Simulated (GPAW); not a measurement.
Band structure of TlRh₃ (P6_3/mmc, 8 atoms in the cell).

```
TlRh3
1.0
    5.71197     0.00000     0.00000
   -2.85598     4.94671     0.00000
    0.00000     0.00000     4.57129
Tl Rh
2 6
Direct
  0.66667   0.33333   0.25000
  0.33333   0.66667   0.75000
  0.32094   0.16047   0.75000
  0.67906   0.83953   0.25000
  0.16047   0.32094   0.25000
  0.83953   0.67906   0.75000
  0.83953   0.16047   0.75000
  0.16047   0.83953   0.25000
```

Level of theory: PBEsol, GPAW PAW datasets PBEsol (made by gpaw-setup) (plane waves; GPAW).

Settings: mode = pw; ecut = 600 eV; xc = PBEsol; kpts = 5 5 5; mesh shift (steps) = 0 0 0; occupations.name = fermi-dirac; occupations.width = 0.1 eV; nbands = -12; convergence.forces = 0.001 eV/Å; symmetry.symmorphic = false; symmetry.tolerance = 0.0005; maxiter = 150; bandpath_npoints = 40.

The starting cell comes from a database of computed structures (which also holds hypothetical and non-ambient phases and stackings), without a prior relaxation at this level. Spin-orbit coupling is off. Spin polarisation is off.

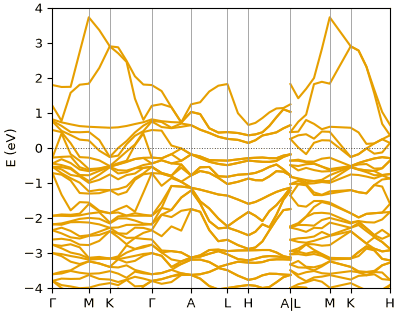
Bands along the path, energies from the Fermi level.

Levels in eV from the Fermi level, bands 55 to 62:
| point | 55 | 56 | 57 | 58 | 59 | 60 | 61 | 62 |
|---|---|---|---|---|---|---|---|---|
| Γ | -0.44 | -0.27 | -0.27 | 0.51 | 0.76 | 0.78 | 0.82 | 1.20 |
| M | -0.66 | -0.63 | -0.60 | -0.28 | 0.22 | 0.46 | 0.61 | 1.84 |
| K | -0.54 | -0.52 | -0.52 | -0.52 | -0.26 | -0.26 | 0.58 | 2.90 |
| A | -0.18 | -0.18 | -0.18 | -0.18 | 0.65 | 0.65 | 1.03 | 1.03 |
| L | -0.49 | -0.49 | -0.36 | -0.36 | 0.26 | 0.26 | 0.45 | 0.45 |
| H | -0.36 | -0.36 | -0.29 | -0.29 | 0.14 | 0.14 | 0.36 | 0.36 |

Bands cross the Fermi level along this path, so the cell is metallic at this level.
